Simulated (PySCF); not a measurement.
# One shape, several levels: Si2NH6F (SMILES F[SiH2]N[SiH3])

Wanted: a comparison of 6 runs (BP86/STO-3G, B3LYP/6-31G*, BLYP/6-31G*, PBE0/def2-SVP, PBE0/def2-SVPD) of Si2NH6F. The job is set up through a Python script.

The calculation is run with PySCF 2.14.0.

### 1 Starting point

Si2NH6F: 10 atoms, total charge 0, spin state singlet. SMILES: `F[SiH2]N[SiH3]`. The coordinates come from a PBE0-D4/def2-TZVP relaxation. This is one conformer, not always the lowest.

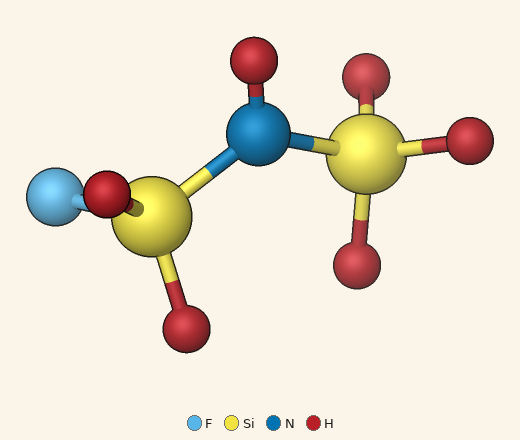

The structure, seen from a chosen angle (fluorine blue, silicon yellow, nitrogen blue, hydrogen red).

### 2 Energy and gradient at BP86/STO-3G (run 1)

Input file input.py:

```python
from pyscf import gto, dft

molecule = gto.Mole()
molecule.atom = '''
F       -1.561500       0.994300      -1.776700
Si      -0.375000       1.301800      -0.745900
N        0.514800      -0.094800      -0.335900
Si       0.194800      -1.236100       0.928700
H        0.517200       2.267200      -1.426700
H       -1.010100       1.839400       0.475900
H        1.264300      -0.336200      -0.970000
H        1.391500      -1.422100       1.791600
H       -0.186300      -2.569800       0.392000
H       -0.924400      -0.683300       1.730300
'''
molecule.verbose = 4
molecule.basis = 'sto-3g'
molecule.max_memory = 1860
molecule.spin = 0
molecule.build()

myscf = dft.RKS(molecule)
myscf.xc = 'bp86'
myscf.conv_tol = 1e-10
myscf.grids.level = 5
myscf.kernel()
if not myscf.converged:
    myscf = myscf.newton().run(myscf.mo_coeff, myscf.mo_occ)

e_tot = myscf.e_tot
print(f'total energy: {e_tot:.8f} hartree')
grad = myscf.nuc_grad_method().kernel()
myscf.analyze()
```

The run is started by

```bash
$ OMP_NUM_THREADS=1 python input.py
```

The program printed:

```text
PySCF version 2.14.0

[... 80 lines left out ...]
total energy: -728.34248383 hartree
[... 22 lines left out ...]
MO #2   energy= -64.7208406062429  occ= 2
[... 7 lines left out ...]
MO #10  energy= -3.23443541286705  occ= 2
[... 7 lines left out ...]
MO #18  energy= -0.275914726678112 occ= 2
[... 7 lines left out ...]
MO #26  energy= 0.217205476491255  occ= 0
[... 7 lines left out ...]
MO #34  energy= 0.450489064716544  occ= 0
[... 47 lines left out ...]
Dipole moment(X, Y, Z, Debye):  0.75252, -0.23583, -0.05229
```

It took 30 s on 1 thread of Intel Xeon at 2.50GHz (Skylake/Cascade Lake), shared host; peak memory 0.4 GiB.

### 3 Energy and forces at B3LYP/6-31G(d) (spherical functions) (run 2)

Input file geometry.xyz:

```xyz
10

F     -1.561500     0.994300    -1.776700
Si    -0.375000     1.301800    -0.745900
N      0.514800    -0.094800    -0.335900
Si     0.194800    -1.236100     0.928700
H      0.517200     2.267200    -1.426700
H     -1.010100     1.839400     0.475900
H      1.264300    -0.336200    -0.970000
H      1.391500    -1.422100     1.791600
H     -0.186300    -2.569800     0.392000
H     -0.924400    -0.683300     1.730300
```

Input file run.py:

```python
import pyscf.grad
from pyscf import gto, dft

mol = gto.Mole()
mol.atom = 'geometry.xyz'
mol.basis = '6-31g*'
mol.verbose = 4
mol.max_memory = 1860
mol.charge = 0
mol.build()

mf = dft.RKS(mol)
mf.xc = 'b3lyp'
mf.grids.level = 5
mf.conv_tol = 1e-10
mf.kernel()
if not mf.converged:
    mf = mf.newton().run(mf.mo_coeff, mf.mo_occ)

etot = mf.e_tot
print(f'total energy: {etot:.8f} hartree')
grad = mf.Gradients().kernel()
mf.analyze()
```

The run is started by

```bash
$ OMP_NUM_THREADS=1 python run.py
```

The program printed:

```text
PySCF version 2.14.0

[... 101 lines left out ...]
MO #1   energy= -66.1625080916013  occ= 2
[... 14 lines left out ...]
MO #16  energy= -0.547850442221631 occ= 2
[... 14 lines left out ...]
MO #31  energy= 0.109150856929137  occ= 0
[... 14 lines left out ...]
MO #46  energy= 0.610295782729035  occ= 0
[... 14 lines left out ...]
MO #61  energy= 1.20277383062102   occ= 0
[... 14 lines left out ...]
MO #76  energy= 2.85217904424786   occ= 0
[... 89 lines left out ...]
Dipole moment(X, Y, Z, Debye):  1.65592, -0.36262,  0.31528
```

Wall time 69 s (1 thread of Intel Xeon at 2.50GHz (Skylake/Cascade Lake), shared host); peak memory 0.75 GiB.

Runs 3 to 5 aren't shown in full; the table further down has their settings and results.

### 4 Energy and forces at PBE0/def2-SVPD (run 6)

Input file job.py:

```python
import pyscf.grad
from pyscf import gto, dft

mol = gto.M(
    atom=[
    ('F', (-1.561500, 0.994300, -1.776700)),
    ('Si', (-0.375000, 1.301800, -0.745900)),
    ('N', (0.514800, -0.094800, -0.335900)),
    ('Si', (0.194800, -1.236100, 0.928700)),
    ('H', (0.517200, 2.267200, -1.426700)),
    ('H', (-1.010100, 1.839400, 0.475900)),
    ('H', (1.264300, -0.336200, -0.970000)),
    ('H', (1.391500, -1.422100, 1.791600)),
    ('H', (-0.186300, -2.569800, 0.392000)),
    ('H', (-0.924400, -0.683300, 1.730300)),
],
    basis='def2-svpd',
    verbose=4,
    charge=0,
    max_memory=1860,
)

mf = dft.RKS(mol, xc='pbe0')
mf.conv_tol = 1e-10
mf.grids.level = 5
mf.kernel()
if not mf.converged:
    mf = mf.newton().run(mf.mo_coeff, mf.mo_occ)

etot = mf.e_tot
print(f'total energy: {etot:.8f} hartree')
grad = mf.Gradients().kernel()
dip = mf.dip_moment()
pop, q = mf.mulliken_pop()
```

The run is started by

```bash
$ OMP_NUM_THREADS=1 python job.py
```

The program printed:

```text
PySCF version 2.14.0

[... 75 lines left out ...]
converged SCF energy = -736.589101411372
total energy: -736.58910141 hartree
[... 12 lines left out ...]
Dipole moment(X, Y, Z, Debye):  1.70256, -0.27657,  0.46844
[... 150 lines left out ...]
charge of    9H =      0.06963
```

Run time: 1.9 min. Hardware: 1 thread of Intel Xeon at 2.50GHz (Skylake/Cascade Lake), shared host; peak memory 1.5 GiB.

### 5 Overview of the runs

```tsv
run	level	Cartesian functions	energy (Eh)	dipole moment (D)	HOMO energy (eV)	LUMO energy (eV)	wall time
1	BP86/STO-3G	no	-728.342484	0.79	-2.32	5.91	30 s
2	B3LYP/6-31G* (spherical functions)	no	-737.283055	1.72	-7.61	0.35	69 s
3	BLYP/6-31G* (spherical functions)	no	-737.183291	1.65	-6.31	-0.16	66 s
4	B3LYP/6-31G* (Cartesian functions)	yes	-737.288874	1.73	-7.62	0.33	61 s
5	PBE0/def2-SVP	no	-736.570642	1.75	-8.01	0.58	74 s
6	PBE0/def2-SVPD	no	-736.589101	1.79	-8.13	-0.07	1.9 min
```

### 6 Outcome

```
                       quantity          value
            run 6: total energy  -736.58910 Eh
           run 6: dipole moment         1.79 D
             run 6: HOMO energy       -8.13 eV
             run 6: LUMO energy       -0.07 eV
           run 6: HOMO–LUMO gap        8.06 eV
run 6: largest force on an atom     1.385 eV/Å
```

What this shows: The dipole moment (its size) runs from 0.79 D (BP86/STO-3G) to 1.79 D (PBE0/def2-SVPD). The two ends differ in method and basis. The HOMO–LUMO gap runs from 6.15 eV (BLYP/6-31G*) to 8.59 eV (PBE0/def2-SVP). Totals of different functionals can't be ranked against each other. In run 1 the basis is minimal, so the values are rough. All runs together took 6.9 min, the longest 1.9 min.
